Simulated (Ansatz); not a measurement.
## Geometry relaxation, with input and output: C2H8S (part 2 of 2)

The same run, continued: C2H8S; RKS B3LYP-D4/def2-SVPD (Ansatz 0.2.0). 

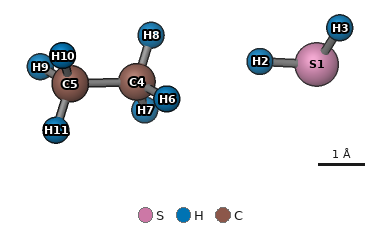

*The geometry at step 24 of the log (ball-and-stick view, seen at a tilt; atoms are numbered from 1 in the order of the input).*

**Trajectory as extended XYZ, continued**
```
11
Properties=species:S:1:pos:R:3:forces:R:3 step=12 energy=-13036.32508
S     0.1622   -0.7617   -3.5432   -0.0005   0.0245   0.0036
H     0.1231   -0.3619   -2.2520    0.0002  -0.0039  -0.0101
H     0.1427    0.5100   -4.0044    0.0003  -0.0208   0.0065
C     0.0111   -0.1908    0.5118    0.0003  -0.0009   0.0029
C    -0.1180    0.3436    1.9381    0.0000   0.0009  -0.0032
H     0.8530    0.2838   -0.0147   -0.0013  -0.0010   0.0007
H     0.1847   -1.2769    0.5023   -0.0006   0.0045  -0.0002
H    -0.9033    0.0038   -0.0690    0.0018  -0.0002   0.0015
H    -0.9583   -0.1292    2.4669    0.0010   0.0010  -0.0007
H    -0.2911    1.4298    1.9428    0.0006  -0.0045   0.0006
H     0.7938    0.1497    2.5214   -0.0017   0.0004  -0.0017
11
Properties=species:S:1:pos:R:3:forces:R:3 step=13 energy=-13036.32510
S     0.1694   -0.7688   -3.5386   -0.0008   0.0247   0.0040
H     0.1245   -0.3558   -2.2517    0.0003  -0.0042  -0.0110
H     0.1361    0.4977   -4.0133    0.0005  -0.0207   0.0069
C     0.0104   -0.1843    0.5104    0.0001  -0.0015   0.0023
C    -0.1179    0.3405    1.9404    0.0002   0.0017  -0.0023
H     0.8530    0.2927   -0.0129   -0.0011  -0.0012   0.0010
H     0.1826   -1.2706    0.4936   -0.0006   0.0055  -0.0001
H    -0.9036    0.0156   -0.0690    0.0018  -0.0003   0.0021
H    -0.9588   -0.1348    2.4660    0.0010   0.0012  -0.0010
H    -0.2894    1.4268    1.9527    0.0006  -0.0055   0.0003
H     0.7936    0.1412    2.5224   -0.0019   0.0005  -0.0022
11
Properties=species:S:1:pos:R:3:forces:R:3 step=14 energy=-13036.32512
S     0.1774   -0.7754   -3.5342   -0.0008   0.0182   0.0032
H     0.1248   -0.3503   -2.2516    0.0003  -0.0033  -0.0084
H     0.1302    0.4856   -4.0215    0.0006  -0.0151   0.0051
C     0.0096   -0.1779    0.5091   -0.0006  -0.0019   0.0019
C    -0.1176    0.3374    1.9426    0.0007   0.0022  -0.0017
H     0.8526    0.3015   -0.0113   -0.0010  -0.0011   0.0013
H     0.1803   -1.2643    0.4850   -0.0006   0.0061   0.0000
H    -0.9044    0.0270   -0.0687    0.0021  -0.0005   0.0024
H    -0.9590   -0.1404    2.4653    0.0010   0.0012  -0.0013
H    -0.2877    1.4239    1.9623    0.0006  -0.0062  -0.0001
H     0.7938    0.1330    2.5230   -0.0022   0.0006  -0.0025
11
Properties=species:S:1:pos:R:3:forces:R:3 step=15 energy=-13036.32514
S     0.1864   -0.7828   -3.5293   -0.0005   0.0084   0.0015
H     0.1252   -0.3446   -2.2517    0.0002  -0.0017  -0.0036
H     0.1243    0.4718   -4.0304    0.0003  -0.0069   0.0021
C     0.0083   -0.1704    0.5076   -0.0010  -0.0013   0.0025
C    -0.1172    0.3338    1.9452    0.0009   0.0015  -0.0025
H     0.8515    0.3118   -0.0097   -0.0008  -0.0008   0.0009
H     0.1775   -1.2569    0.4750   -0.0006   0.0049   0.0001
H    -0.9058    0.0401   -0.0679    0.0020  -0.0004   0.0020
H    -0.9588   -0.1469    2.4647    0.0008   0.0009  -0.0010
H    -0.2859    1.4204    1.9734    0.0005  -0.0051  -0.0001
H     0.7944    0.1237    2.5232   -0.0020   0.0005  -0.0021
11
Properties=species:S:1:pos:R:3:forces:R:3 step=16 energy=-13036.32515
S     0.1992   -0.7943   -3.5218   -0.0012   0.0147   0.0025
H     0.1263   -0.3366   -2.2515    0.0004  -0.0027  -0.0072
H     0.1163    0.4508   -4.0436    0.0008  -0.0120   0.0047
C     0.0061   -0.1588    0.5052   -0.0011  -0.0008   0.0039
C    -0.1165    0.3283    1.9489    0.0008   0.0009  -0.0038
H     0.8495    0.3282   -0.0075   -0.0005  -0.0005   0.0007
H     0.1733   -1.2450    0.4593   -0.0006   0.0043   0.0002
H    -0.9083    0.0604   -0.0665    0.0018  -0.0005   0.0016
H    -0.9582   -0.1571    2.4638    0.0006   0.0007  -0.0008
H    -0.2832    1.4147    1.9906    0.0006  -0.0044  -0.0001
H     0.7955    0.1096    2.5231   -0.0016   0.0005  -0.0017
11
Properties=species:S:1:pos:R:3:forces:R:3 step=17 energy=-13036.32516
S     0.2039   -0.7981   -3.5189   -0.0011   0.0125   0.0024
H     0.1263   -0.3332   -2.2516    0.0004  -0.0028  -0.0057
H     0.1137    0.4432   -4.0482    0.0008  -0.0098   0.0033
C     0.0053   -0.1549    0.5044   -0.0008  -0.0010   0.0044
C    -0.1162    0.3264    1.9502    0.0007   0.0012  -0.0043
H     0.8487    0.3336   -0.0068   -0.0006  -0.0007   0.0007
H     0.1717   -1.2411    0.4541   -0.0007   0.0049   0.0001
H    -0.9094    0.0671   -0.0659    0.0018  -0.0006   0.0017
H    -0.9578   -0.1606    2.4636    0.0006   0.0008  -0.0008
H    -0.2822    1.4127    1.9963    0.0007  -0.0050  -0.0001
H     0.7961    0.1048    2.5229   -0.0017   0.0006  -0.0018
11
Properties=species:S:1:pos:R:3:forces:R:3 step=18 energy=-13036.32516
S     0.2110   -0.8040   -3.5142   -0.0006   0.0062   0.0016
H     0.1263   -0.3277   -2.2518    0.0002  -0.0015  -0.0031
H     0.1103    0.4310   -4.0558    0.0004  -0.0047   0.0015
C     0.0038   -0.1486    0.5031   -0.0006  -0.0011   0.0038
C    -0.1157    0.3234    1.9522    0.0007   0.0013  -0.0037
H     0.8470    0.3424   -0.0058   -0.0006  -0.0007   0.0006
H     0.1693   -1.2346    0.4457   -0.0006   0.0044   0.0000
H    -0.9113    0.0778   -0.0647    0.0015  -0.0006   0.0013
H    -0.9571   -0.1663    2.4634    0.0006   0.0007  -0.0006
H    -0.2807    1.4095    2.0056    0.0006  -0.0045   0.0000
H     0.7971    0.0973    2.5223   -0.0016   0.0006  -0.0013
11
Properties=species:S:1:pos:R:3:forces:R:3 step=19 energy=-13036.32517
S     0.2193   -0.8114   -3.5083   -0.0009   0.0075   0.0016
H     0.1261   -0.3204   -2.2521    0.0003  -0.0017  -0.0038
H     0.1067    0.4155   -4.0656    0.0006  -0.0058   0.0022
C     0.0020   -0.1408    0.5017   -0.0003  -0.0009   0.0026
C    -0.1150    0.3195    1.9546    0.0004   0.0011  -0.0026
H     0.8450    0.3535   -0.0044   -0.0004  -0.0005   0.0004
H     0.1663   -1.2265    0.4353   -0.0004   0.0031   0.0001
H    -0.9136    0.0911   -0.0630    0.0010  -0.0004   0.0009
H    -0.9562   -0.1736    2.4630    0.0004   0.0004  -0.0004
H    -0.2790    1.4052    2.0171    0.0005  -0.0032  -0.0001
H     0.7983    0.0880    2.5216   -0.0011   0.0004  -0.0009
11
Properties=species:S:1:pos:R:3:forces:R:3 step=20 energy=-13036.32517
S     0.2252   -0.8168   -3.5037   -0.0011   0.0087   0.0022
H     0.1256   -0.3142   -2.2525    0.0004  -0.0023  -0.0047
H     0.1043    0.4037   -4.0732    0.0007  -0.0065   0.0024
C     0.0008   -0.1352    0.5007   -0.0002  -0.0010   0.0023
C    -0.1145    0.3166    1.9564    0.0003   0.0011  -0.0022
H     0.8436    0.3616   -0.0033   -0.0004  -0.0005   0.0005
H     0.1643   -1.2205    0.4278   -0.0005   0.0031   0.0002
H    -0.9152    0.1006   -0.0618    0.0010  -0.0004   0.0010
H    -0.9555   -0.1789    2.4628    0.0003   0.0004  -0.0005
H    -0.2778    1.4021    2.0255    0.0005  -0.0032  -0.0002
H     0.7992    0.0812    2.5211   -0.0010   0.0004  -0.0010
11
Properties=species:S:1:pos:R:3:forces:R:3 step=21 energy=-13036.32517
S     0.2276   -0.8194   -3.5012   -0.0011   0.0083   0.0022
H     0.1250   -0.3106   -2.2528    0.0004  -0.0021  -0.0048
H     0.1035    0.3977   -4.0774    0.0007  -0.0062   0.0026
C     0.0003   -0.1326    0.5003   -0.0003  -0.0007   0.0018
C    -0.1143    0.3152    1.9573    0.0003   0.0008  -0.0018
H     0.8430    0.3654   -0.0026   -0.0003  -0.0004   0.0004
H     0.1635   -1.2177    0.4244   -0.0003   0.0024   0.0001
H    -0.9158    0.1051   -0.0612    0.0008  -0.0004   0.0008
H    -0.9552   -0.1815    2.4626    0.0003   0.0003  -0.0004
H    -0.2773    1.4005    2.0295    0.0004  -0.0024  -0.0001
H     0.7996    0.0780    2.5210   -0.0008   0.0004  -0.0008
11
Properties=species:S:1:pos:R:3:forces:R:3 step=22 energy=-13036.32518
S     0.2309   -0.8236   -3.4969   -0.0009   0.0061   0.0019
H     0.1237   -0.3034   -2.2536    0.0003  -0.0016  -0.0039
H     0.1027    0.3873   -4.0849    0.0005  -0.0044   0.0020
C    -0.0002   -0.1283    0.4998   -0.0002  -0.0002   0.0009
C    -0.1141    0.3128    1.9588    0.0001   0.0002  -0.0009
H     0.8424    0.3716   -0.0013   -0.0001  -0.0002   0.0002
H     0.1625   -1.2131    0.4189   -0.0001   0.0010   0.0000
H    -0.9165    0.1121   -0.0602    0.0004  -0.0002   0.0003
H    -0.9549   -0.1859    2.4622    0.0002   0.0002  -0.0002
H    -0.2766    1.3978    2.0360    0.0001  -0.0010   0.0000
H     0.8000    0.0728    2.5210   -0.0004   0.0002  -0.0003
11
Properties=species:S:1:pos:R:3:forces:R:3 step=23 energy=-13036.32518
S     0.2343   -0.8287   -3.4913   -0.0009   0.0064   0.0022
H     0.1221   -0.2941   -2.2545    0.0004  -0.0018  -0.0046
H     0.1021    0.3745   -4.0942    0.0005  -0.0046   0.0023
C    -0.0008   -0.1232    0.4992   -0.0001  -0.0001   0.0004
C    -0.1138    0.3100    1.9606    0.0000   0.0001  -0.0003
H     0.8418    0.3791    0.0004   -0.0001  -0.0001   0.0002
H     0.1616   -1.2076    0.4123    0.0000   0.0005   0.0000
H    -0.9172    0.1205   -0.0591    0.0002  -0.0001   0.0002
H    -0.9546   -0.1912    2.4617    0.0001   0.0002  -0.0002
H    -0.2759    1.3945    2.0439    0.0000  -0.0005   0.0000
H     0.8004    0.0665    2.5210   -0.0001   0.0001  -0.0002
11
Properties=species:S:1:pos:R:3:forces:R:3 step=24 energy=-13036.32518
S     0.2356   -0.8314   -3.4883   -0.0012   0.0078   0.0026
H     0.1214   -0.2888   -2.2552    0.0005  -0.0023  -0.0054
H     0.1019    0.3676   -4.0992    0.0006  -0.0055   0.0028
C    -0.0010   -0.1207    0.4989    0.0000  -0.0002   0.0003
C    -0.1137    0.3085    1.9616    0.0000   0.0002  -0.0003
H     0.8416    0.3829    0.0014   -0.0001  -0.0001   0.0002
H     0.1612   -1.2048    0.4090   -0.0001   0.0006   0.0000
H    -0.9175    0.1248   -0.0585    0.0002  -0.0001   0.0002
H    -0.9544   -0.1940    2.4614    0.0001   0.0002  -0.0002
H    -0.2756    1.3928    2.0479    0.0001  -0.0006   0.0000
H     0.8006    0.0633    2.5211   -0.0001   0.0001  -0.0002
11
Properties=species:S:1:pos:R:3:forces:R:3 step=25 energy=-13036.32518
S     0.2358   -0.8327   -3.4867   -0.0011   0.0075   0.0024
H     0.1212   -0.2859   -2.2555    0.0005  -0.0022  -0.0050
H     0.1021    0.3641   -4.1018    0.0006  -0.0052   0.0026
C    -0.0011   -0.1195    0.4988    0.0000  -0.0002   0.0004
C    -0.1136    0.3077    1.9620    0.0000   0.0002  -0.0004
H     0.8414    0.3847    0.0019   -0.0001  -0.0001   0.0002
H     0.1611   -1.2035    0.4074   -0.0001   0.0008   0.0000
H    -0.9177    0.1267   -0.0582    0.0002  -0.0001   0.0002
H    -0.9544   -0.1954    2.4612    0.0001   0.0001  -0.0002
H    -0.2756    1.3919    2.0498    0.0001  -0.0008   0.0000
H     0.8007    0.0618    2.5212   -0.0002   0.0001  -0.0002
11
Properties=species:S:1:pos:R:3:forces:R:3 step=26 energy=-13036.32518
S     0.2357   -0.8366   -3.4821   -0.0008   0.0056   0.0017
H     0.1208   -0.2771   -2.2567    0.0004  -0.0017  -0.0038
H     0.1030    0.3539   -4.1096    0.0005  -0.0040   0.0020
C    -0.0013   -0.1159    0.4985    0.0000  -0.0003   0.0008
C    -0.1135    0.3055    1.9634    0.0001   0.0003  -0.0008
H     0.8411    0.3902    0.0033   -0.0002  -0.0001   0.0001
H     0.1609   -1.1996    0.4028   -0.0001   0.0009   0.0000
H    -0.9180    0.1324   -0.0573    0.0003  -0.0001   0.0002
H    -0.9541   -0.1996    2.4608    0.0001   0.0001  -0.0001
H    -0.2755    1.3894    2.0554    0.0001  -0.0010   0.0000
H     0.8009    0.0575    2.5214   -0.0003   0.0001  -0.0002
11
Properties=species:S:1:pos:R:3:forces:R:3 step=27 energy=-13036.32519
S     0.2352   -0.8419   -3.4757   -0.0012   0.0085   0.0028
H     0.1202   -0.2652   -2.2582    0.0005  -0.0028  -0.0059
H     0.1047    0.3399   -4.1200    0.0007  -0.0058   0.0032
C    -0.0016   -0.1110    0.4980    0.0001  -0.0004   0.0013
C    -0.1134    0.3025    1.9652    0.0000   0.0004  -0.0013
H     0.8405    0.3979    0.0053   -0.0003  -0.0002   0.0002
H     0.1608   -1.1942    0.3965   -0.0002   0.0014   0.0001
H    -0.9186    0.1400   -0.0562    0.0003  -0.0001   0.0003
H    -0.9537   -0.2054    2.4602    0.0003   0.0002  -0.0002
H    -0.2755    1.3859    2.0632    0.0002  -0.0014  -0.0001
H     0.8013    0.0516    2.5216   -0.0003   0.0001  -0.0003
11
Properties=species:S:1:pos:R:3:forces:R:3 step=28 energy=-13036.32519
S     0.2351   -0.8422   -3.4755   -0.0011   0.0073   0.0024
H     0.1201   -0.2650   -2.2582    0.0005  -0.0024  -0.0050
H     0.1051    0.3395   -4.1201    0.0006  -0.0049   0.0026
C    -0.0017   -0.1108    0.4980    0.0000  -0.0003   0.0010
C    -0.1134    0.3024    1.9653    0.0000   0.0003  -0.0010
H     0.8404    0.3983    0.0053   -0.0002  -0.0002   0.0002
H     0.1608   -1.1939    0.3962   -0.0001   0.0010   0.0000
H    -0.9187    0.1403   -0.0561    0.0002  -0.0001   0.0002
H    -0.9536   -0.2057    2.4602    0.0002   0.0002  -0.0002
H    -0.2755    1.3857    2.0635    0.0001  -0.0010   0.0000
H     0.8014    0.0515    2.5215   -0.0002   0.0001  -0.0002
11
Properties=species:S:1:pos:R:3:forces:R:3 step=29 energy=-13036.32519
S     0.2335   -0.8477   -3.4696   -0.0004   0.0028   0.0008
H     0.1183   -0.2561   -2.2595    0.0002  -0.0009  -0.0019
H     0.1098    0.3267   -4.1282    0.0003  -0.0020   0.0011
C    -0.0024   -0.1054    0.4973    0.0000   0.0001  -0.0006
C    -0.1129    0.2994    1.9669   -0.0002  -0.0001   0.0006
H     0.8388    0.4070    0.0065    0.0000   0.0000   0.0001
H     0.1606   -1.1878    0.3892    0.0000   0.0000   0.0001
H    -0.9202    0.1482   -0.0545    0.0000   0.0000   0.0001
H    -0.9523   -0.2120    2.4598    0.0001   0.0001  -0.0002
H    -0.2757    1.3820    2.0714    0.0000   0.0001   0.0000
H     0.8026    0.0459    2.5208    0.0001   0.0000  -0.0001
11
Properties=species:S:1:pos:R:3:forces:R:3 step=30 energy=-13036.32500 accepted=F
S     0.2250   -0.8769   -3.4391   -0.0108   0.0953   0.0194
H     0.1106   -0.2086   -2.2666    0.0060  -0.0328  -0.0611
H     0.1335    0.2595   -4.1713    0.0050  -0.0623   0.0415
C    -0.0065   -0.0774    0.4935    0.0010  -0.0061   0.0056
C    -0.1107    0.2837    1.9755   -0.0016   0.0059  -0.0052
H     0.8303    0.4522    0.0132   -0.0034  -0.0032   0.0054
H     0.1597   -1.1560    0.3529   -0.0026   0.0154   0.0029
H    -0.9279    0.1892   -0.0462    0.0029  -0.0023   0.0043
H    -0.9458   -0.2451    2.4578    0.0038   0.0035  -0.0056
H    -0.2766    1.3626    2.1130    0.0026  -0.0156  -0.0027
H     0.8085    0.0170    2.5172   -0.0028   0.0023  -0.0044
11
Properties=species:S:1:pos:R:3:forces:R:3 step=31 energy=-13036.32519
S     0.2311   -0.8544   -3.4635   -0.0003   0.0014   0.0005
H     0.1169   -0.2469   -2.2612    0.0001  -0.0005  -0.0006
H     0.1158    0.3123   -4.1370    0.0001  -0.0009   0.0001
C    -0.0036   -0.0990    0.4964    0.0001  -0.0004   0.0001
C    -0.1123    0.2959    1.9689   -0.0001   0.0004  -0.0002
H     0.8365    0.4175    0.0078   -0.0003  -0.0002   0.0003
H     0.1603   -1.1805    0.3809   -0.0002   0.0011   0.0002
H    -0.9223    0.1575   -0.0524    0.0003  -0.0002   0.0003
H    -0.9506   -0.2196    2.4595    0.0003   0.0002  -0.0004
H    -0.2760    1.3777    2.0809    0.0002  -0.0012  -0.0001
H     0.8042    0.0396    2.5197   -0.0003   0.0002  -0.0004
11
Properties=species:S:1:pos:R:3:forces:R:3 step=32 energy=-13036.32475 accepted=F
S     0.2171   -0.8902   -3.4281   -0.0133   0.1395   0.0212
H     0.1094   -0.1955   -2.2691    0.0079  -0.0481  -0.0841
H     0.1495    0.2338   -4.1844    0.0054  -0.0911   0.0624
C    -0.0098   -0.0641    0.4912    0.0016  -0.0111   0.0153
C    -0.1092    0.2769    1.9790   -0.0017   0.0113  -0.0146
H     0.8237    0.4743    0.0146   -0.0064  -0.0060   0.0091
H     0.1589   -1.1407    0.3357   -0.0051   0.0285   0.0049
H    -0.9340    0.2073   -0.0414    0.0059  -0.0046   0.0070
H    -0.9409   -0.2608    2.4575    0.0066   0.0062  -0.0092
H    -0.2776    1.3538    2.1316    0.0052  -0.0292  -0.0048
H     0.8129    0.0053    2.5135   -0.0062   0.0046  -0.0073
11
Properties=species:S:1:pos:R:3:forces:R:3 step=33 energy=-13036.32520
S     0.2298   -0.8566   -3.4610    0.0000  -0.0010  -0.0001
H     0.1166   -0.2439   -2.2615    0.0000   0.0004   0.0005
H     0.1184    0.3074   -4.1396    0.0000   0.0006  -0.0004
C    -0.0041   -0.0967    0.4959   -0.0001   0.0000  -0.0002
C    -0.1121    0.2947    1.9694    0.0000   0.0000   0.0002
H     0.8355    0.4212    0.0081    0.0000   0.0000   0.0001
H     0.1602   -1.1779    0.3779    0.0000   0.0000   0.0000
H    -0.9232    0.1606   -0.0517    0.0000  -0.0001   0.0000
H    -0.9498   -0.2223    2.4594    0.0000   0.0000  -0.0001
H    -0.2761    1.3761    2.0840    0.0000   0.0000   0.0000
H     0.8048    0.0375    2.5191    0.0000   0.0000   0.0000
11
Properties=species:S:1:pos:R:3:forces:R:3 step=34 energy=-13036.32520 accepted=F
S     0.2192   -0.8748   -3.4426   -0.0029   0.0278   0.0038
H     0.1152   -0.2184   -2.2647    0.0015  -0.0082  -0.0166
H     0.1381    0.2683   -4.1618    0.0014  -0.0194   0.0125
C    -0.0078   -0.0791    0.4931   -0.0001  -0.0005   0.0018
C    -0.1103    0.2851    1.9740    0.0000   0.0004  -0.0014
H     0.8278    0.4504    0.0108   -0.0003  -0.0004   0.0011
H     0.1595   -1.1574    0.3548   -0.0004   0.0019   0.0001
H    -0.9302    0.1851   -0.0458    0.0001  -0.0006   0.0004
H    -0.9441   -0.2436    2.4583    0.0005   0.0004  -0.0010
H    -0.2774    1.3637    2.1092    0.0004  -0.0018  -0.0004
H     0.8100    0.0208    2.5147   -0.0002   0.0004  -0.0003
11
Properties=species:S:1:pos:R:3:forces:R:3 step=35 energy=-13036.32520
S     0.2246   -0.8653   -3.4523   -0.0003   0.0015   0.0008
H     0.1164   -0.2307   -2.2636    0.0002  -0.0005  -0.0008
H     0.1275    0.2883   -4.1509    0.0001  -0.0008   0.0000
C    -0.0058   -0.0885    0.4947    0.0000  -0.0002   0.0007
C    -0.1113    0.2901    1.9718   -0.0001   0.0002  -0.0007
H     0.8319    0.4349    0.0096   -0.0002  -0.0002   0.0004
H     0.1600   -1.1683    0.3672   -0.0002   0.0010   0.0001
H    -0.9264    0.1721   -0.0489    0.0002  -0.0003   0.0002
H    -0.9473   -0.2324    2.4590    0.0003   0.0002  -0.0004
H    -0.2768    1.3702    2.0961    0.0002  -0.0010  -0.0001
H     0.8072    0.0295    2.5173   -0.0002   0.0002  -0.0002
```

This output came from the following input.

**The input**
```yaml
crystal:
  periodic: [false, false, false]
  atoms:
    - { symbol: S, position_ang: [0.068636, -0.665673, -3.563278] }
    - { symbol: H, position_ang: [0.071377, -0.405745, -2.226363] }
    - { symbol: H, position_ang: [0.24199, 0.650103, -3.866881] }
    - { symbol: C, position_ang: [0.024045, -0.277078, 0.520828] }
    - { symbol: C, position_ang: [-0.119456, 0.381739, 1.893331] }
    - { symbol: H, position_ang: [0.863882, 0.165979, -0.050842] }
    - { symbol: H, position_ang: [0.220539, -1.363345, 0.606405] }
    - { symbol: H, position_ang: [-0.898431, -0.153841, -0.080963] }
    - { symbol: H, position_ang: [-0.956507, -0.059624, 2.467734] }
    - { symbol: H, position_ang: [-0.315662, 1.467497, 1.801716] }
    - { symbol: H, position_ang: [0.799587, 0.260088, 2.498312] }
basis:
  gaussian: { orbitals: def2-SVPD }
hamiltonian:
  xc: { name: B3LYP }
  dispersion: d4
output:
  forces: true
relax:
  f_tol: 0.003
  max_steps: 120
```

Launched with:
```bash
ansatz run input.yaml --threads 1 --pin off --max-ram 2560MiB --backend cpu --events-out ev --progress --plain --runs-dir out
```

**Summary**

```json
{"quantity": "outcome", "value": "converged"}
{"quantity": "total energy", "value": "−13036.3255 eV"}
{"quantity": "mean-field energy", "value": "−13036.1456 eV"}
{"quantity": "largest force (length of the vector) at the end", "value": "0.002 eV/Å"}
{"quantity": "hardware", "value": "1 thread of Arm Neoverse V1, 24 GiB of memory available, shared host"}
{"quantity": "wall time", "value": "2.9 min"}
{"quantity": "peak memory", "value": "0.25 GiB"}
```
